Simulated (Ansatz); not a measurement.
## A computed series for MgO: carrier doping

The parent structure is MgO in the rock salt structure (space group Fm-3m, No. 225).

```xyz
2
Lattice="0.0000 2.1272 2.1272 2.1272 0.0000 2.1272 2.1272 2.1272 0.0000" Properties=species:S:1:pos:R:3 pbc="T T T"
O      0.0000     0.0000     0.0000
Mg     2.1272     2.1272     2.1272
```

Carriers are added at fixed cell with a uniform background; the Fermi–Dirac width is that of 300 K.

All numbers come from PBE (Ansatz, an electronic-structure program; PAW; 420 eV plane waves; scalar-relativistic without spin-orbit coupling), earlier PAW set.

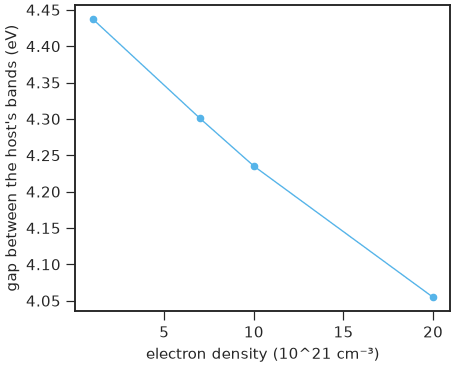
Figure. Gap between the host's bands against electron density

**Question.** From the plot, what is the gap between the host's bands for electrons 2.0×10^22 cm⁻³?

**Answer.** About 4.05 eV.

**Question.** Is the trend monotonic over the range shown?

**Answer.** Yes, it falls throughout, spanning 4.05 eV to 4.44 eV.

Carriers are added with a uniform compensating background; total energy and stress of such cells depend on the potential's zero and are not compared; many-body gap narrowing is missing at this level. No phonon test of stability was made.
